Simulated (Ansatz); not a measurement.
# wB97X/STO-3G run of Cl2 (chlorine)

Aim: the vertical electron affinity of Cl2 (chlorine) at wB97X/STO-3G, from 2 runs. 

The calculation is run with Ansatz 0.2.0.

## Step 1: The structure to begin with

Cl2: 2 atoms, total charge 0, spin state singlet. As SMILES, `ClCl`. The coordinates come from a GFN2-xTB relaxation.

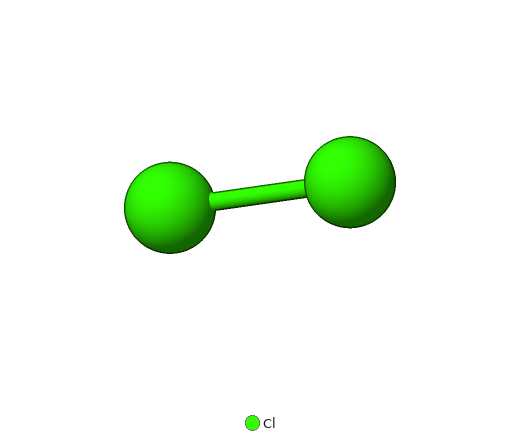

The structure, seen from a chosen angle (chlorine green).

## Step 2: A single-point energy at wB97X/STO-3G

The input, run.yaml:

```yaml
crystal:
  periodic: [false, false, false]
  atoms:
    - {symbol: Cl, position_ang: [0.859850, -0.286310, 0.440860]}
    - {symbol: Cl, position_ang: [-0.859850, 0.286310, -0.440860]}
basis:
  gaussian: {orbitals: STO-3G}
hamiltonian: {xc: {name: wB97X}}
accuracy: high
```

Command:

```console
ansatz run run.yaml --threads 1 --pin off --max-ram 2610MiB --events-out events.jsonl --progress --plain --runs-dir runs
```

What it wrote:

```text
Warning: RAYON_NUM_THREADS=1 ignored (pool sized by the plan → 1); use --threads N
Functional definition: wB97X
  name "wB97X"
  parameter omega = 0.3/bohr
  parameter cx = 0.157706
  parameter cx1 = 0.726479
  parameter cx2 = 1.04760
  parameter cx3 = -5.70635
  parameter cx4 = 13.2794
  parameter css1 = -4.33879
  parameter css2 = 18.2308
  parameter css3 = -31.7430
  parameter css4 = 17.2901
  parameter cos1 = 2.37031
  parameter cos2 = -11.3995
  parameter cos3 = 6.58405
  parameter cos4 = -3.78132
  exchange = spin_sum(e_x_unif_sr(omega)*poly(b97_u_x, 1 - cx, cx1, cx2, cx3, cx4)) + cx*exact_x_sr(omega)
      + exact_x_lr(omega)
  correlation = spin_sum(e_c_pw_same_spin*poly(b97_u_same, 1, css1, css2, css3, css4))
      + integral(e_c_pw_opposite_spin*poly(b97_u_opposite, 1, cos1, cos2, cos3, cos4))
297 factors; integrals over basis functions are off by at most 2.5e-8 eV
103 factors; integrals over basis functions are off by at most 5.6e-10 eV
mean field evaluation 1: about -24771.5997 eV, gradient 6.6e0 eV
mean field evaluation 2: about -24771.8427 eV, gradient 6.6e-1 eV
mean field evaluation 4: about -24771.8454 eV, gradient 4.3e-2 eV
mean field evaluation 8: about -24771.8454 eV, gradient 2.4e-7 eV
mean field -24771.84541196 eV, -910.3485279297 hartree, gradient 2.1e-9 eV, S^2 0.000000; 0 other end points of the search recorded, 0 dependent functions left out
reference -24771.84541102 eV, -910.3485278951 hartree; 17, 17 occupied and 1, 1 virtual orbitals, 297 factors
Total energy: -24771.84541102 eV, -910.3485278951 hartree
```

Run time: 2.2 s. Hardware: 1 thread of Arm Neoverse V2, shared host; peak memory 0.18 GiB.

## Step 3: The doublet anion at the same level

The input, molecule.yaml:

```yaml
crystal:
  periodic: [false, false, false]
  atoms:
    - symbol: Cl
      position_ang: [0.859850, -0.286310, 0.440860]
    - symbol: Cl
      position_ang: [-0.859850, 0.286310, -0.440860]
basis:
  gaussian:
    orbitals: STO-3G
total_charge: -1
hamiltonian:
  xc: {name: wB97X}
magnetization:
  spin_polarized: true
  initial_magnetization: 1
accuracy: high
```

Command:

```console
ansatz run molecule.yaml --threads 1 --pin off --max-ram 2610MiB --events-out events.jsonl --progress --plain --runs-dir runs
```

What it wrote (excerpt; [...] marks lines left out):

```text
Warning: RAYON_NUM_THREADS=1 ignored (pool sized by the plan → 1); use --threads N
[... 2 set-up lines as earlier in the session ...]
[...]
      + exact_x_lr(omega)
[...]
      + integral(e_c_pw_opposite_spin*poly(b97_u_opposite, 1, cos1, cos2, cos3, cos4))
297 factors; integrals over basis functions are off by at most 2.5e-8 eV
103 factors; integrals over basis functions are off by at most 5.8e-10 eV
[...]
mean field -24769.31475136 eV, -910.2555278680 hartree, gradient 3.3e-9 eV, S^2 0.750000; 0 other end points of the search recorded, 0 dependent functions left out
reference -24769.31475043 eV, -910.2555278337 hartree; 18, 17 occupied and 0, 1 virtual orbitals, 297 factors
Total energy: -24769.31475043 eV, -910.2555278337 hartree
```

Wall time 4.2 s (1 thread of Arm Neoverse V2, shared host); peak memory 0.28 GiB.

## Step 4: What came out

At wB97X/STO-3G:

| quantity | value |
| --- | --- |
| singlet Cl2: total energy | -910.34853 Eh |
| doublet anion: total energy | -910.25553 Eh |
| doublet anion: ⟨S²⟩ | 0.750 |
| vertical electron affinity (to the doublet anion) | -2.531 eV |

In words: The anion lies 2.53 eV (244 kJ/mol) above the neutral: the electron isn't bound at this level, and such a value depends on the basis. Without diffuse functions anions come out too high. In a minimal basis such a difference can be off by several eV, whatever the method.
